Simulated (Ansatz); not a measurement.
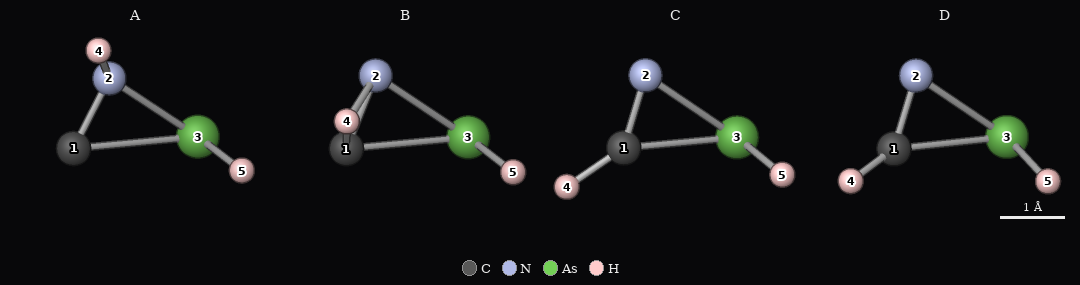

4 geometries from a converged minimum-energy path of CH₂AsN, shuffled. The picture is a ball-and-stick view, seen face on.

Method: UKS B3LYP-D4/def2-SVP (Ansatz 0.2.0). Run with 5 movable images; climbing image; force threshold 0.05 eV/Å; iteration limit 60; starting path through a guess of the saddle point.

Which frame is the transition state?

Answer. B. In order along the path, whose images run from 0 to 6: C (image 0, 0.0 kcal/mol), D (image 1, +8.7 kcal/mol), B (image 3, +64.7 kcal/mol), A (image 5, +29.4 kcal/mol). A hydrogen atom shifts from one atom to another. Breaking: C1–H4 (1.10 → 1.28 at the top → 2.11 Å). Forming: N2–H4 (2.16 → 1.25 at the top → 1.02 Å).

Cost: 66 s on 2 threads of Arm Neoverse V2, on a shared host, peak memory 0.18 GiB.
